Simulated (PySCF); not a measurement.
# EPR calculation of C₄H₁₀ClSi

- system: C₄H₁₀ClSi, multiplicity 2, SMILES C[C]([SiH3])CCCl
- method: UKS B3LYP, pcH-1 on C Cl H Si, non-relativistic, mean-field spin-orbit, GIAO (PySCF 2.14.0)

It belongs to a series of runs on one base structure; here: H removed from sp3 C.

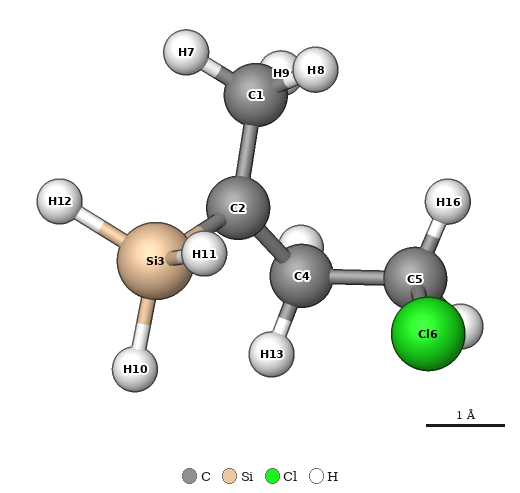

The structure as given in the input (ball-and-stick view, seen at a tilt; atoms are numbered from 1 in the order of the input). Bond lengths as drawn: C–C 1.49 to 1.53 Å, C–Cl 1.78 Å, C–H 1.09 to 1.10 Å, C–Si 1.86 Å and H–Si 1.46 to 1.47 Å.

## Key numbers

| quantity | value |
| --- | --- |
| outcome | converged |
| total energy | −908.116874 hartree |
| ⟨S²⟩ | 0.754 |
| isotropic g | 2.0028 |
| hardware | 1 CPU thread, shared host |
| wall time | 80 s |
| peak memory | 0.96 GiB |

## Input file
```
{"job": {"kind": "epr", "basis": "pcH-1"}, "charge": 0, "multiplicity": 2}
C     -0.956466     1.161352     0.831774
C     -0.456414     0.270248    -0.246658
Si    -1.522422    -1.087505    -0.929014
C      0.985702     0.381128    -0.597011
C      1.903812    -0.173176     0.498624
Cl     1.643486    -1.923615     0.713464
H     -2.013862     1.380968     0.692923
H     -0.864159     0.675870     1.809313
H     -0.398861     2.097989     0.876939
H     -0.888912    -1.591637    -2.148581
H     -1.706073    -2.195222     0.018860
H     -2.846602    -0.527056    -1.226455
H      1.194283    -0.151772    -1.526091
H      1.266252     1.433712    -0.728857
H      2.952955    -0.040082     0.234591
H      1.699685     0.297742     1.459535
```

The first line tells a small driver script what to run in PySCF; the rest is the geometry in Å.

Launch command:
```bash
OMP_NUM_THREADS=1 python <driver script> task.json out
```

## Output
```
UKS, coarse grid
  cycle   1  E = -908.07483295  |g| = 2.98e-01
  cycle   2  E = -908.06842436  |g| = 3.05e-01
  cycle   3  E = -908.11520405  |g| = 5.66e-02
  cycle   4  E = -908.11662847  |g| = 2.16e-02
  cycle   5  E = -908.11685095  |g| = 5.42e-03
  cycle   6  E = -908.11686698  |g| = 1.86e-03
  cycle   7  E = -908.11686939  |g| = 7.32e-04
UKS, final grid
  cycle   1  E = -908.11687339  |g| = 7.92e-04
  cycle   2  E = -908.11687321  |g| = 1.02e-03
  cycle   3  E = -908.11687368  |g| = 1.02e-04
  cycle   4  E = -908.11687368  |g| = 3.87e-05
  cycle   5  E = -908.11687368  |g| = 1.56e-05
E = -908.11687368 Eh   <S^2> = 0.7538 (exact 0.7500)
g shifts (ppm)      1          2          3
  rmc          -133       -133       -133
  gc             -1         30         30
  oz_so         -76        662       1299
  total        -210        559       1195
hyperfine (MHz)  atom isotope    a_iso     a_fc   dipolar eigenvalues
    0   13C     -30.01     -30.02     -2.37      0.21      2.15
    1   13C      90.98      91.09    -74.96    -73.93    148.89
    2  29Si      45.84      45.91     -2.14     -0.83      2.97
    3   13C     -28.55     -28.56     -1.75     -0.71      2.46
    4   13C      79.35      79.37     -5.15     -4.80      9.95
    5  35Cl       0.67       0.67     -0.97     -0.36      1.32
    6    1H      41.92      41.92     -4.53     -4.24      8.78
    7    1H     137.35     137.35     -5.27     -2.95      8.21
    8    1H      26.78      26.78     -4.25     -3.85      8.09
    9    1H       3.72       3.72     -3.35     -2.63      5.99
   10    1H      76.62      76.62     -3.24     -1.56      4.79
   11    1H      32.09      32.09     -3.29     -2.43      5.72
   12    1H      11.20      11.20     -5.19     -3.85      9.03
   13    1H      56.38      56.37     -4.66     -4.21      8.87
   14    1H       5.62       5.62     -3.20     -1.86      5.06
   15    1H      -3.93      -3.94     -4.49     -1.68      6.17
```

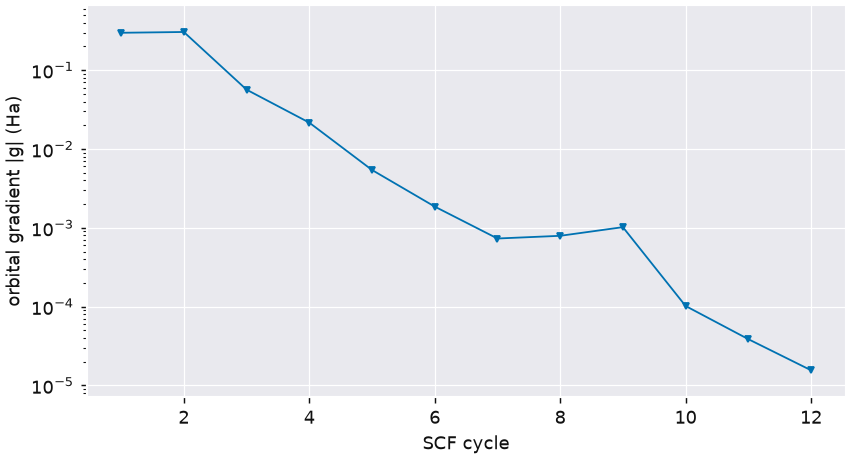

Convergence of the self-consistent field: orbital gradient |g| against the SCF cycle. All cycles printed in the log are drawn one after another.

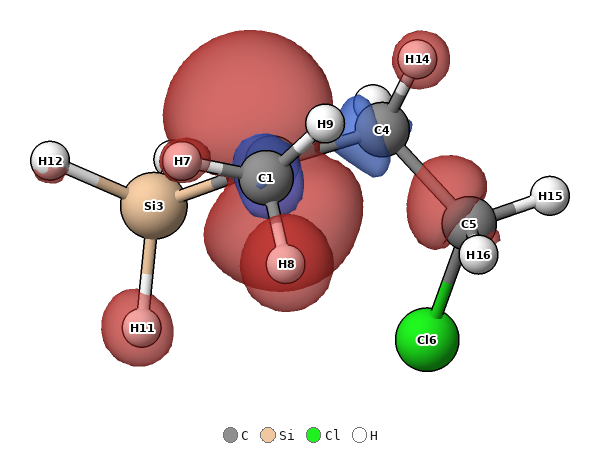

Isosurfaces of the spin density (α minus β) at +0.02 (red) and −0.02 e/Å³ (blue), seen from the side. The unpaired spin (1 electron) lies mostly on C2 (about 0.6) and Si3 (about 0.1), in electrons by Hirshfeld's partition.

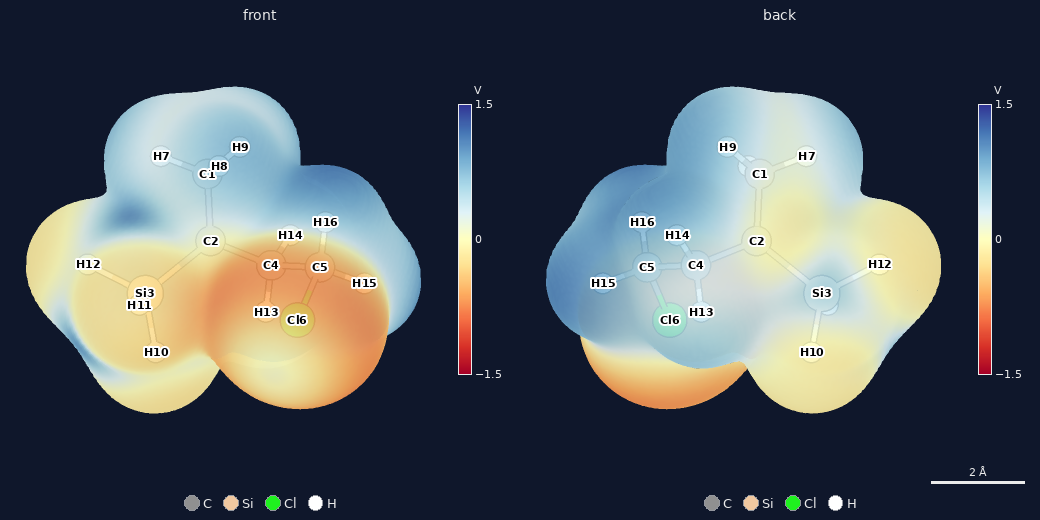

The molecular electrostatic potential painted on the density surface at 0.002 e/bohr³, seen face on and from behind; red is negative and blue positive.
